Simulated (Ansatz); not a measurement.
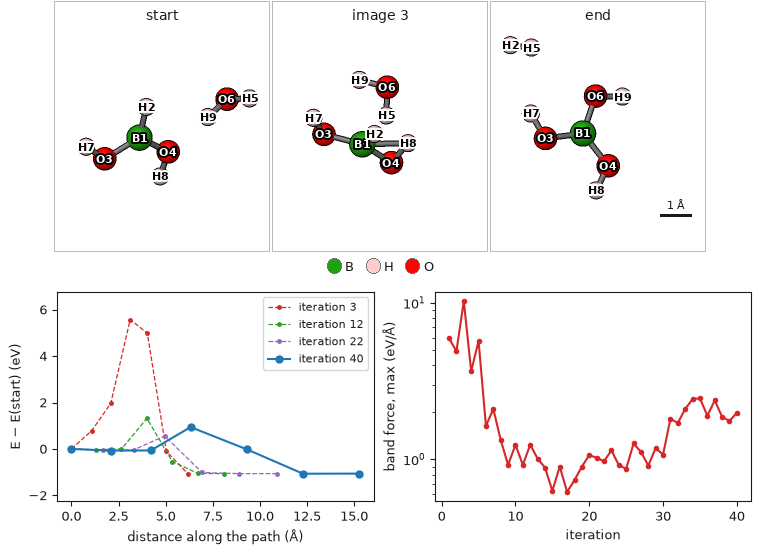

A nudged-elastic-band calculation for BH5O3. Images are numbered from 0 (start) to 6 (end). The plot follows the band through its iterations. The picture is a ball-and-stick view, seen at a tilt.

Method: Ansatz 0.2.0, RKS PBE0-D4/def2-SVP. Settings: 5 movable images; climbing image.

### Did the band converge, and can the barrier be trusted?

The result isn't final. The band hadn't converged when the run stopped after 40 iterations. The largest component of the band force went from 5.9 to 2 eV/Å. The barrier read from it is provisional: over the last two iterations the highest image moved from 0.75 eV to 0.94 eV. The largest force component is 0.29 eV/Å at the start and 0.52 eV/Å at the end; an end with forces this large is no minimum, and the barrier measured from it can be far off. The first iteration put the highest image at 9.79 eV. The energy climbs by 0.94 eV to image 3 and then falls by 2.00 eV, so the end point sits at −1.06 eV. Image 5 lies below both ends, at −1.07 eV, which may mean an intermediate minimum or an end that is no minimum.
